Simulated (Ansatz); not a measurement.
BH4NOSi (SMILES NB1O[SiH2]1)

```json
{"atom": "N", "x (Å)": "-0.5604", "y (Å)": "1.5837", "z (Å)": "-0.4391"}
{"atom": "B", "x (Å)": "-0.0944", "y (Å)": "0.3437", "z (Å)": "-0.0387"}
{"atom": "O", "x (Å)": "0.4082", "y (Å)": "-0.1080", "z (Å)": "1.1535"}
{"atom": "Si", "x (Å)": "0.4386", "y (Å)": "-1.4648", "z (Å)": "0.0844"}
{"atom": "H", "x (Å)": "-0.9034", "y (Å)": "1.7621", "z (Å)": "-1.3646"}
{"atom": "H", "x (Å)": "-0.5800", "y (Å)": "2.3774", "z (Å)": "0.1805"}
{"atom": "H", "x (Å)": "1.8103", "y (Å)": "-1.9701", "z (Å)": "-0.1716"}
{"atom": "H", "x (Å)": "-0.4268", "y (Å)": "-2.5810", "z (Å)": "0.5399"}
```

Geometry: PBE0-D4/def2-TZVP.

Method: RKS PBE0-D4/def2-TZVPP in Ansatz.

### Predict the electron density and electron localisation function between the atoms.

B–O (1.37 Å): the density is about 2.1 e/Å³ at the midpoint; the ELF peaks at about 0.85 between the atoms: a polar covalent bond.
B–N (1.38 Å): the density is about 2 e/Å³ at the midpoint; the ELF peaks at about 0.90 between the atoms (a short, strongly polar bond).
Si–O (1.73 Å): the density is about 1 e/Å³ at the midpoint; the ELF peaks at about 0.80 between the atoms: a polar covalent bond.
Si–B (1.89 Å): the density is about 0.75 e/Å³ at the midpoint; the ELF peaks at about 0.65 between the atoms.

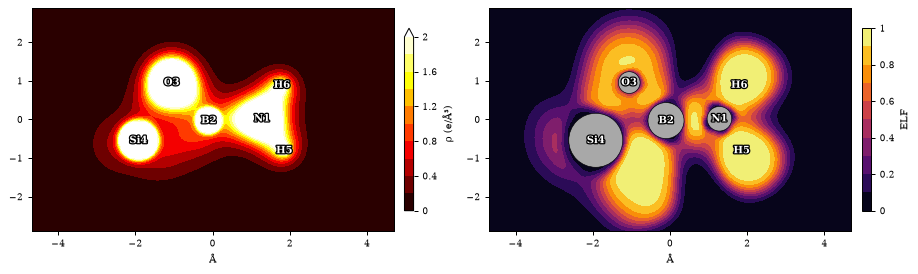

Computed electron density and electron localisation function on the plane of atoms O3, B2 and Si4, in this order. Grey discs cover the atomic cores in the ELF map. 
